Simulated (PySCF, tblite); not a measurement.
# AlBH5O5S−, a fragment of a glass network (dimer): NMR shifts, core binding energies and electronic excitations

Aim: the NMR shifts, core binding energies and electronic excitations of `OB(O)[S][Al-]([OH])([OH])[OH]`. It is drawn as: B3 Al, H ends, S bridges.

Computed with tblite 0.8.0 and PySCF 2.14.0; each step states its level. No surroundings beyond the atoms listed, unless a continuum is named. Atoms count from 0, parts from 1.

## 1. Starting point

13 atoms, charge -1, multiplicity 1; geometry: distance geometry start.

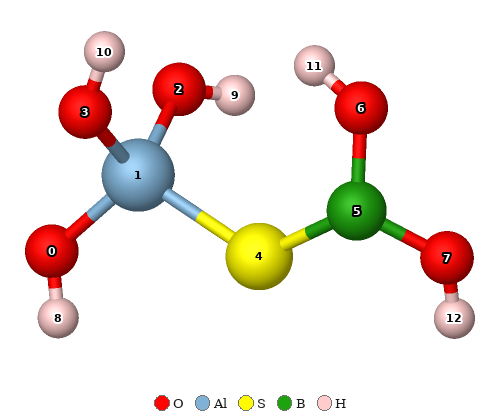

The starting geometry (oxygen red, aluminium light blue, sulfur yellow, boron green, hydrogen pink), atoms numbered.

## 2. Geometry optimisation with GFN2-xTB

The job: settings as JSON, then the geometry in Å.

```
{"job": {"kind": "relax", "xc": "GFN2-xTB", "basis": "xTB"}, "charge": -1, "multiplicity": 1}
O     -1.774542    -2.871248    -0.796839
Al    -1.273598    -1.116151    -0.516672
O     -1.868804    -0.044439    -1.941022
O     -2.055224    -0.494065     1.080492
S      0.970739    -0.940779    -0.358653
B      1.922713     0.603821     0.134152
O      1.123748     1.879813     0.210533
O      3.297894     0.737049    -0.453190
H     -1.152917    -3.624484    -0.895700
H     -1.322800     0.223820    -2.692843
H     -2.278164     0.441975     1.277178
H      0.152693     1.932254     0.109656
H      3.810761     0.006361    -0.816177
```

Method: GFN2-xTB geometry optimisation, gas phase.

Launch:

```
$ OMP_NUM_THREADS=1 python cluster_run.py task.json out
```

This one command runs all jobs of the session in turn.

The program printed:

```text
step      E/eV     max force
  0    -786.63608    3.760
  1    -787.29444    2.961
  2    -788.23470    1.701
  3    -788.40921    0.928
  4    -788.48159    0.896
  5    -788.52554    0.748
  6    -788.55883    0.570
  7    -788.58253    0.556
  8    -788.60097    0.570
  9    -788.62080    0.371
 10    -788.64042    0.427
 11    -788.65926    0.504
 12    -788.68243    0.588
 13    -788.69984    0.365
 14    -788.70857    0.261
 15    -788.71733    0.229
 16    -788.72628    0.397
 17    -788.73580    0.467
 18    -788.74407    0.384
 19    -788.75237    0.261
 20    -788.76119    0.440
 21    -788.77981    0.556
 22    -788.79706    0.465
 23    -788.81201    0.342
 24    -788.82193    0.532
 25    -788.84080    0.644
 26    -788.85955    0.621
 27    -788.89832    0.343
 28    -788.90223    0.268
 29    -788.90655    0.222
 30    -788.91039    0.238
 31    -788.91658    0.296
 32    -788.92523    0.250
 33    -788.93056    0.186
 34    -788.93447    0.192
 35    -788.93718    0.212
 36    -788.93993    0.157
 37    -788.94222    0.167
 38    -788.94446    0.171
 39    -788.94763    0.257
 40    -788.95261    0.297
 41    -788.95859    0.274
 42    -788.96419    0.224
 43    -788.96743    0.259
 44    -788.96998    0.152
 45    -788.97180    0.145
 46    -788.97417    0.120
 47    -788.97572    0.115
 48    -788.97758    0.093
 49    -788.97898    0.093
 50    -788.98066    0.106
 51    -788.98218    0.100
 52    -788.98316    0.224
 53    -788.98424    0.127
 54    -788.98505    0.108
 55    -788.98578    0.086
 56    -788.98714    0.134
 57    -788.98879    0.151
 58    -788.99124    0.141
 59    -788.99281    0.380
 60    -788.99494    0.439
 61    -788.99743    0.075
 62    -788.99812    0.067
 63    -788.99863    0.053
 64    -788.99912    0.049
 65    -788.99936    0.047
 66    -788.99977    0.054
 67    -789.00022    0.069
 68    -789.00097    0.086
 69    -789.00177    0.080
 70    -789.00230    0.044
 71    -789.00249    0.028
 72    -789.00257    0.021
 73    -789.00263    0.019
 74    -789.00269    0.021
 75    -789.00278    0.022
 76    -789.00289    0.025
 77    -789.00299    0.024
 78    -789.00308    0.039
 79    -789.00313    0.020
 80    -789.00318    0.028
 81    -789.00323    0.019
 82    -789.00330    0.027
 83    -789.00339    0.041
 84    -789.00348    0.039
 85    -789.00358    0.030
 86    -789.00364    0.021
 87    -789.00367    0.014
 88    -789.00368    0.019
 89    -789.00369    0.016
 90    -789.00370    0.014
 91    -789.00371    0.009
 92    -789.00373    0.009
 93    -789.00375    0.012
 94    -789.00378    0.011
 95    -789.00380    0.011
 96    -789.00380    0.004
```

Run time: 1.2 s. Hardware: 1 thread of Intel Xeon 6975P-C, shared host.

The steps of the relaxation:

```csv
step,energy from step 0 (eV),largest force (eV/Å)
0,0.0000,3.7596
4,-1.8455,0.8967
8,-1.9649,0.5705
12,-2.0463,0.5886
16,-2.0902,0.3970
20,-2.1251,0.4399
24,-2.1858,0.5320
28,-2.2662,0.2685
32,-2.2892,0.2499
36,-2.3039,0.1568
40,-2.3165,0.2973
44,-2.3339,0.1524
48,-2.3415,0.0934
52,-2.3471,0.2244
56,-2.3511,0.1343
60,-2.3589,0.4394
64,-2.3630,0.0493
68,-2.3649,0.0863
72,-2.3665,0.0207
76,-2.3668,0.0255
80,-2.3671,0.0289
84,-2.3674,0.0392
88,-2.3676,0.0191
92,-2.3677,0.0088
96,-2.3677,0.0042
```

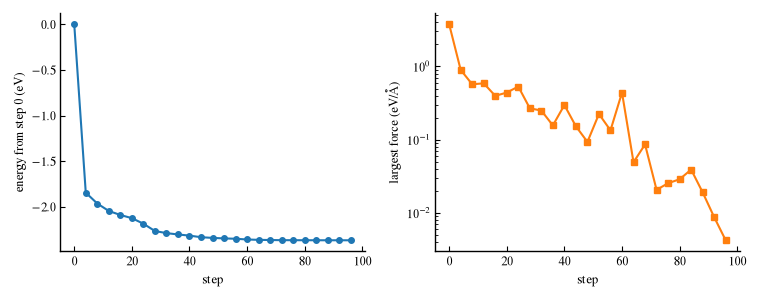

Energy and largest force along the relaxation.

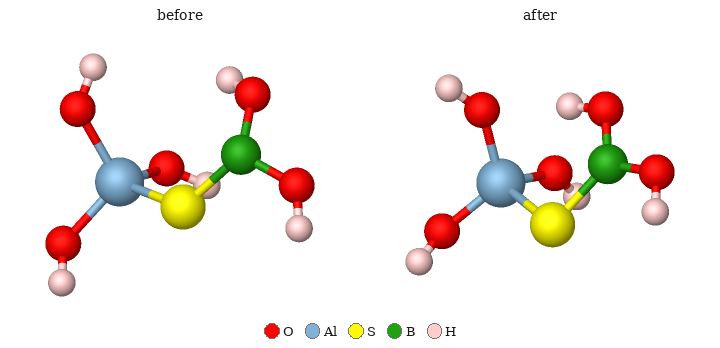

Before and after, at one scale.

Close pairs (by a distance rule), those that changed most:

```csv
bond,before (Å),after (Å),change (Å)
Al1–O2,1.879,1.698,-0.182
Al1–O3,1.884,1.715,-0.169
B5–O6,1.507,1.350,-0.157
O0–Al1,1.847,1.702,-0.145
B5–O7,1.501,1.384,-0.117
Al1–S4,2.257,2.345,+0.088
S4–B5,1.880,1.799,-0.082
O3–H10,0.982,0.945,-0.037
```

## 3. Optimising the geometry at PBE0-D3(BJ)/def2-SVP

The job: settings as JSON, then the geometry in Å.

```
{"job": {"xc": "PBE0", "basis": "def2-SVP", "d3": "d3bj", "grid": 2, "kind": "geom", "shake": 0.01}, "charge": -1, "multiplicity": 1}
O     -1.729490    -2.224108    -0.336510
Al    -1.063709    -0.656192    -0.188648
O     -1.309691     0.398274    -1.507151
O     -1.462728     0.273375     1.187753
S      1.257831    -0.943248     0.001614
B      1.674022     0.806027     0.212462
O      0.797554     1.788804     0.441674
O      3.021439     1.193659     0.159747
H     -1.504266    -3.079066    -0.105572
H     -1.288576     0.384830    -2.432697
H     -1.821998     0.142614     2.081531
H     -0.109431     1.450079     0.495689
H      3.549252     0.447579    -0.002488
```

The program printed:

```text
step   0  E = -1043.82045077  max force = 0.042100
step   1  E = -1043.83137281  max force = 0.016181
step   2  E = -1043.83440138  max force = 0.027320
step   3  E = -1043.83816520  max force = 0.011385
step   4  E = -1043.84117487  max force = 0.017245
step   5  E = -1043.84705197  max force = 0.004881
step   6  E = -1043.84789832  max force = 0.003327
step   7  E = -1043.84833267  max force = 0.003599
step   8  E = -1043.84866618  max force = 0.004543
step   9  E = -1043.84892378  max force = 0.002097
step  10  E = -1043.84914231  max force = 0.001328
step  11  E = -1043.84926474  max force = 0.001779
step  12  E = -1043.84935217  max force = 0.001377
step  13  E = -1043.84942637  max force = 0.001104
step  14  E = -1043.84948023  max force = 0.001659
step  15  E = -1043.84953442  max force = 0.001238
step  16  E = -1043.84957338  max force = 0.000841
step  17  E = -1043.84958607  max force = 0.000527
step  18  E = -1043.84959567  max force = 0.000382
optimisation converged
```

Wall time 2.7 min (1 thread of Intel Xeon 6975P-C, shared host); peak memory 0.74 GiB.

Step by step:

```
step  energy from step 0 (eV)  largest force component (eV/Å)
   0                   0.0000                          2.1649
   1                  -0.2972                          0.8321
   2                  -0.3796                          1.4049
   3                  -0.4820                          0.5854
   4                  -0.5639                          0.8868
   5                  -0.7239                          0.2510
   6                  -0.7469                          0.1711
   7                  -0.7587                          0.1851
   8                  -0.7678                          0.2336
   9                  -0.7748                          0.1078
  10                  -0.7807                          0.0683
  11                  -0.7841                          0.0915
  12                  -0.7864                          0.0708
  13                  -0.7885                          0.0568
  14                  -0.7899                          0.0853
  15                  -0.7914                          0.0637
  16                  -0.7925                          0.0432
  17                  -0.7928                          0.0271
  18                  -0.7931                          0.0196
```

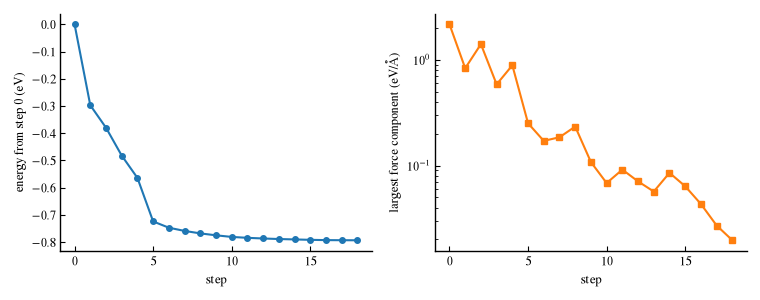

Energy and largest force along the relaxation.

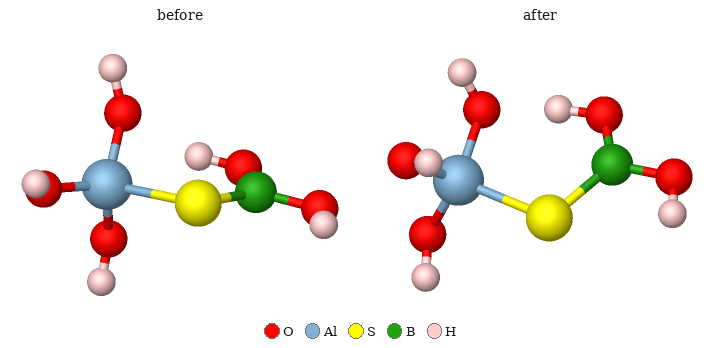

Before and after, at one scale.

Close pairs (by a distance rule), those that changed most:

| bond | before (Å) | after (Å) | change (Å) |
| --- | --- | --- | --- |
| Al1–O3 | 1.708 | 1.789 | +0.080 |
| O0–Al1 | 1.710 | 1.762 | +0.053 |
| O0–H8 | 0.914 | 0.961 | +0.047 |
| Al1–O2 | 1.706 | 1.749 | +0.043 |
| Al1–S4 | 2.347 | 2.307 | -0.040 |
| S4–B5 | 1.810 | 1.844 | +0.034 |
| O7–H12 | 0.928 | 0.961 | +0.033 |
| O2–H9 | 0.926 | 0.959 | +0.033 |

The final coordinates are the input of the step that follows.

```csv
at the end point,value
point group (found at 0.08 Å tolerance),C1
"rotational constants (GHz, main isotopes)","2.277, 0.864, 0.775"
```

## 4. Nuclear shieldings: PBE0/aug-pcSseg-1

The job: settings as JSON, then the geometry in Å.

```
{"job": {"kind": "nmr", "xc": "PBE0", "basis": "aug-pcSseg-1"}, "charge": -1, "multiplicity": 1}
O     -1.630847    -2.080664    -0.068403
Al    -1.151224    -0.439935    -0.497241
O     -1.943832     0.200959    -1.918658
O     -1.465283     0.671012     0.868938
S      1.141540    -0.525775    -0.740069
B      1.743742     0.731317     0.467514
O      0.982350     1.461228     1.303228
O      3.112641     0.936796     0.524273
H     -0.845720    -2.603323     0.116422
H     -1.620618    -0.172079    -2.740936
H     -1.845995     0.201104     1.615643
H      0.013945     1.241896     1.205242
H      3.519513     0.360072    -0.128534
```

Method: GIAO PBE0/aug-pcSseg-1 NMR shielding, non-relativistic, gas phase.

The program printed:

```text
coarse grid: 12864 points
cycle   1  E = -1043.8191867311  dE =  8.830e-01  |g| = 1.521e+00  |ddm| = 6.793e+00
cycle   2  E = -1043.0417266645  dE =  7.775e-01  |g| = 2.520e+00  |ddm| = 5.104e+00
cycle   3  E = -1044.2367483075  dE = -1.195e+00  |g| = 1.909e-01  |ddm| = 3.548e+00
cycle   4  E = -1044.2440437110  dE = -7.295e-03  |g| = 9.323e-02  |ddm| = 6.132e-01
cycle   5  E = -1044.2455516571  dE = -1.508e-03  |g| = 2.418e-02  |ddm| = 1.262e-01
cycle   6  E = -1044.2456704888  dE = -1.188e-04  |g| = 6.213e-03  |ddm| = 4.662e-02
cycle   7  E = -1044.2456764326  dE = -5.944e-06  |g| = 1.546e-03  |ddm| = 1.032e-02
final grid: 117744 points
cycle   8  E = -1044.3390721791  dE = -4.586e-05  |g| = 1.076e-02  |ddm| = 9.031e-02
cycle   9  E = -1044.3390514465  dE =  2.073e-05  |g| = 1.544e-02  |ddm| = 2.959e-02
cycle  10  E = -1044.3390912180  dE = -3.977e-05  |g| = 1.251e-03  |ddm| = 1.864e-02
cycle  11  E = -1044.3390915593  dE = -3.413e-07  |g| = 2.125e-04  |ddm| = 3.399e-03
cycle  12  E = -1044.3390915679  dE = -8.574e-09  |g| = 1.027e-04  |ddm| = 5.915e-04
cycle  13  E = -1044.3390915700  dE = -2.110e-09  |g| = 2.565e-05  |ddm| = 1.987e-04
cycle  14  E = -1044.3390915701  dE = -1.151e-10  |g| = 8.386e-06  |ddm| = 5.624e-05
converged SCF energy = -1044.3390915701

GIAO shielding tensors (ppm)
atom      isotropic    diamagn.    paramagn.     s11        s22        s33       span
  0 O      275.522     398.192    -122.670    246.701    264.792    315.072     68.371
  1 Al     472.563     798.944    -326.381    448.729    470.184    498.777     50.048
  2 O      291.186     391.603    -100.416    269.648    283.662    320.249     50.601
  3 O      282.807     419.772    -136.965    267.926    283.567    296.927     29.001
  4 S      750.073    1065.941    -315.869    672.350    717.640    860.228    187.878
  5 B       69.816     167.705     -97.890     51.443     71.427     86.577     35.134
  6 O      171.619     428.245    -256.626     55.004    199.246    260.607    205.603
  7 O      188.184     426.524    -238.340     89.955    207.904    266.692    176.737
  8 H       31.941      36.132      -4.190     23.768     29.655     42.401     18.633
  9 H       32.368      32.216       0.151     24.831     27.868     44.404     19.573
 10 H       31.452      35.113      -3.661     24.270     26.532     43.554     19.284
 11 H       19.576      24.749      -5.173      4.932     13.922     39.874     34.941
 12 H       28.635      38.277      -9.642     21.428     29.405     35.073     13.645
```

It took 34 s on 1 thread of Intel Xeon 6975P-C, shared host; peak memory 1.1 GiB.

No reference compound was run at this level, so shieldings alone are listed.

```csv
atoms,environment,σ (ppm)
H11,hydrogen on an oxygen bonded to B,19.58
H12,hydrogen on an oxygen bonded to B,28.64
H10,hydrogen on an oxygen bonded to Al,31.45
H8,hydrogen on an oxygen bonded to Al,31.94
H9,hydrogen on an oxygen bonded to Al,32.37
O6,"oxygen bonded to B, H",171.6
O7,"oxygen bonded to B, H",188.2
O0,"oxygen bonded to Al, H",275.5
O3,"oxygen bonded to Al, H",282.8
O2,"oxygen bonded to Al, H",291.2
Al1,"aluminium bonded to 3 O, S",472.6
S4,"sulfur bonded to Al, B",750
B5,"boron bonded to 2 O, S",69.8
```

Charges from the same density, by scheme (e):

```csv
atoms,IAO,Hirshfeld,ESP fit
O0,-0.89,-0.45,-0.91
Al1,1.15,0.43,1.27
O2,-0.87,-0.44,-0.88
O3,-0.83,-0.35,-0.70
S4,-0.49,-0.33,-0.76
B5,0.37,0.17,0.44
O6,-0.59,-0.31,-0.48
O7,-0.60,-0.30,-0.62
```

Hirshfeld charges:

O0 -0.45; Al1 0.43; O2 -0.44; O3 -0.35; S4 -0.33; B5 0.17; O6 -0.31; O7 -0.30; H8 0.10; H9 0.11; H10 0.13; H11 0.09; H12 0.13

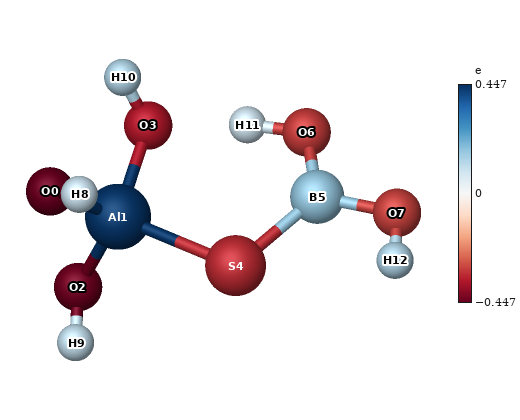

Hirshfeld charges, as colours on the atoms.

Mulliken charges and Mayer bond orders break down with diffuse functions, so they are left out here.

With diffuse functions Mulliken charges and Mayer bond orders lose their meaning; the other schemes are steadier.

[end of part 1 of 2]
